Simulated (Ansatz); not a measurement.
# r2SCAN0/STO-3G run of SiH4S (Si(SH)H3)

What is the energy change on altering one bond length of SiH4S (Si(SH)H3) at r2SCAN0/STO-3G? 

Program for the calculation: Ansatz 0.2.0.

54 further runs of the same task are left out: 54 set aside as unsound or not needed.

## Step 1: The molecule

The species is SiH4S (6 atoms), meant as a singlet with charge 0. SMILES: `[H][Si]([H])([H])S`. Geometry: relaxed at GFN2-xTB.

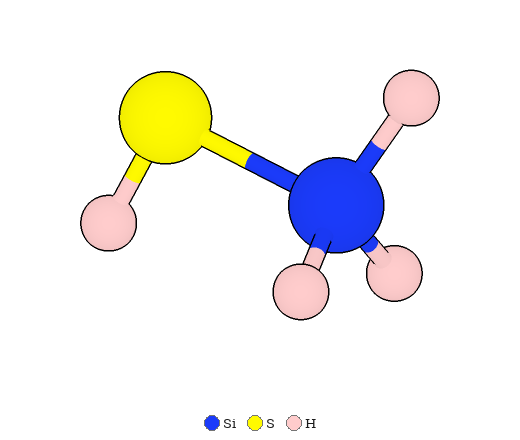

The structure, seen from a chosen angle (silicon blue, sulfur yellow, hydrogen pink).

## Step 2: A single-point energy at r2SCAN0/STO-3G

Input file molecule.yaml:

```yaml
crystal:
  periodic: [false, false, false]
  atoms:
    - {symbol: Si, position_ang: [0.201210, -0.014540, -0.544580]}
    - {symbol: S, position_ang: [0.253720, 0.019820, 1.601470]}
    - {symbol: H, position_ang: [-1.056810, 0.059910, 1.795240]}
    - {symbol: H, position_ang: [1.606010, -0.020690, -0.909950]}
    - {symbol: H, position_ang: [-0.503230, 1.180600, -0.990160]}
    - {symbol: H, position_ang: [-0.500900, -1.225100, -0.952020]}
basis:
  gaussian:
    orbitals: STO-3G
hamiltonian:
  xc: {name: r2SCAN0}
accuracy: high
```

Launch:

```sh
$ ansatz run molecule.yaml --threads 1 --pin off --max-ram 2610MiB --events-out events.jsonl --progress --plain --runs-dir runs
```

Standard output:

```text
Warning: RAYON_NUM_THREADS=1 ignored (pool sized by the plan → 1); use --threads N
Functional definition: r2SCAN0
  name "r2SCAN0"
  parameter a = 0.25
  parameter k0 = 0.174
  parameter k1 = 0.065
  parameter a1 = 4.9479
  exchange = (1 - a)*r2scan_x(k0 = k0, k1 = k1, a1 = a1) + a*exact_x
  correlation = r2scan_c
388 factors; integrals over basis functions are off by at most 9.1e-9 eV
mean field evaluation 1: about -18565.3015 eV, gradient 1.5e1 eV
mean field evaluation 2: about -18565.7566 eV, gradient 9.9e0 eV
mean field evaluation 4: about -18566.1312 eV, gradient 7.4e-2 eV
mean field evaluation 8: about -18566.0919 eV, gradient 5.0e-4 eV
mean field evaluation 16: about -18566.0919 eV, gradient 5.3e-9 eV
mean field -18566.09190236 eV, -682.2912928627 hartree, gradient 5.3e-9 eV, S^2 0.000000; 0 other end points of the search recorded, 0 dependent functions left out
reference -18566.09190268 eV, -682.2912928746 hartree; 17, 17 occupied and 5, 5 virtual orbitals, 388 factors
Total energy: -18566.09190268 eV, -682.2912928746 hartree
```

Run time: 3.3 s. Hardware: 1 thread of Arm Neoverse V1, shared host; peak memory 0.14 GiB.

## Step 3: The distorted shape

Input file run.yaml:

```yaml
basis:
  gaussian:
    orbitals: STO-3G
crystal:
  periodic: [false, false, false]
  atoms:
    - symbol: Si
      position_ang: [0.376726, 0.288080, -0.442727]
    - symbol: S
      position_ang: [0.429236, 0.322440, 1.703323]
    - symbol: H
      position_ang: [-0.881294, 0.362530, 1.897093]
    - symbol: H
      position_ang: [1.781526, 0.281930, -0.808097]
    - symbol: H
      position_ang: [-0.327714, 1.483220, -0.888307]
    - symbol: H
      position_ang: [-0.500900, -1.225100, -0.952020]
hamiltonian:
  xc: {name: r2SCAN0}
accuracy: high
```

Launch:

```sh
$ ansatz run run.yaml --threads 1 --pin off --max-ram 2610MiB --events-out events.jsonl --progress --plain --runs-dir runs
```

Standard output, cut to the lines that bear on the results:

```text
Warning: RAYON_NUM_THREADS=1 ignored (pool sized by the plan → 1); use --threads N
[... 8 set-up lines as earlier in the session ...]
388 factors; integrals over basis functions are off by at most 2.1e-8 eV
mean field evaluation 1: about -18563.8473 eV, gradient 1.6e1 eV
mean field evaluation 2: about -18564.2375 eV, gradient 1.3e1 eV
mean field evaluation 4: about -18564.9288 eV, gradient 4.9e-2 eV
mean field evaluation 8: about -18564.8765 eV, gradient 3.3e-4 eV
mean field evaluation 16: about -18564.8765 eV, gradient 1.7e-8 eV
mean field -18564.87651940 eV, -682.2466283626 hartree, gradient 1.7e-8 eV, S^2 0.000000; 0 other end points of the search recorded, 0 dependent functions left out
reference -18564.87651973 eV, -682.2466283748 hartree; 17, 17 occupied and 5, 5 virtual orbitals, 388 factors
Total energy: -18564.87651973 eV, -682.2466283748 hartree
```

Run time: 2.9 s. Hardware: 1 thread of Arm Neoverse V1, shared host; peak memory 0.14 GiB.

## Step 4: Summary of results

Level: r2SCAN0/STO-3G.

| quantity | value |
| --- | --- |
| first shape: total energy | -682.29129 Eh |
| distorted shape: total energy | -682.24663 Eh |
| energy change with the Si1–H6 bond stretched from 1.458 to 1.822 Å | 1.215 eV |

In words: With the Si1–H6 bond stretched from 1.458 to 1.822 Å the energy rises by 1.22 eV (117 kJ/mol). The first shape isn't relaxed at this level, so the change isn't measured from a minimum. The minimal basis adds a large error of its own.
